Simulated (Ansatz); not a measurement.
Input file:

```
crystal:
  periodic: [false, false, false]
  atoms:
    - {symbol: C, position_ang: [-2.474319, 0.118424, -1.276166]}
    - {symbol: F, position_ang: [-3.995370, 0.756170, 1.121794]}
    - {symbol: F, position_ang: [-1.038286, 0.505220, 2.689303]}
    - {symbol: F, position_ang: [-2.928265, -2.231189, 2.215157]}
    - {symbol: In, position_ang: [-2.507541, -0.380221, 1.755955]}
    - {symbol: N, position_ang: [-1.796972, -0.499229, -0.397116]}
    - {symbol: H, position_ang: [-2.200329, 0.112231, -2.341072]}
    - {symbol: H, position_ang: [-3.361320, 0.670818, -0.932914]}
    - {symbol: H, position_ang: [-0.976943, -1.006390, -0.735126]}
basis:
  gaussian:
    orbitals: def2-SVPD
hamiltonian:
  xc: pbe0
output:
  forces: true
  orbitals: {seedname: orbitals}
```

Run with:

```sh
ansatz run input.yaml --threads 2 --pin off --max-ram 4350MiB --events-out events.jsonl --progress --plain --runs-dir runs
```

Geometry: PBE0-D3(BJ)/def2-SVP; core potentials replace the inner electrons of In.

Method: Ansatz, isolated molecule in a Gaussian basis; Kohn-Sham density functional theory, functional PBE0.

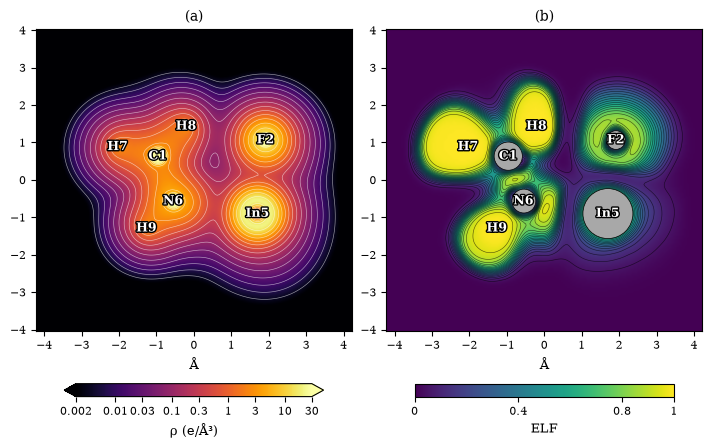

CH₃F₃InN (SMILES C=[NH+][In-]([F])([F])[F]). (a) electron density; (b) electron localisation function on the plane of atoms F2, In5 and N6. Grey discs cover the atomic cores in the ELF map.

Interpret the plot.

The section cuts through C, F, In, N and H sites. C–N (1.27 Å): the density is about 2.8 e/Å³ at the midpoint; the ELF peaks at about 0.90 between the atoms; a multiple bond. In–F (1.98 Å): the density is about 0.68 e/Å³ at the midpoint; the ELF peaks at about 0.80 in the valence shell of F, 0.5 Å from its nucleus, and drops to about 0.10 between the two atoms. In–N (2.27 Å): ρ at the midpoint is about 0.42 e/Å³; the ELF peaks at about 0.95 in the valence shell of N, 0.6 Å from its nucleus, and drops to about 0.10 between the two atoms. N–H (1.02 Å): the density is about 2.9 e/Å³ at the midpoint; the ELF climbs to about 1 towards the hydrogen, as it does in any bond to H: an ordinary covalent bond to hydrogen. C–H (1.10 Å): ρ is about 2 e/Å³ halfway; the ELF climbs to about 1 towards the hydrogen; a covalent bond by its length. The ELF also peaks beside F2, away from the bonds: lone-pair regions.
